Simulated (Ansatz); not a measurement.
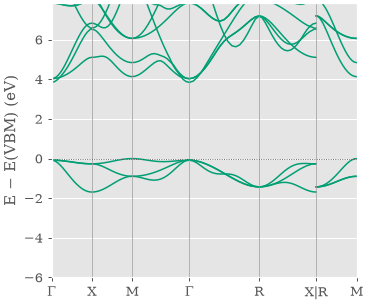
*Band structure from PBEsol (plane waves, PAW; program Ansatz)*

Read off the gap and where the band edges lie.

About 3.8 eV (3.85 eV by a search for the band edges); maximum at M, minimum at Γ.

The material is CsI (CsCl type, space group No. 221).

Space group Pm-3m (CsCl type). Symmetry was held in the PBEsol relaxation. Spin–orbit coupling is left out wherever it is not named.

Potentials: the later of the program's two PAW sets.
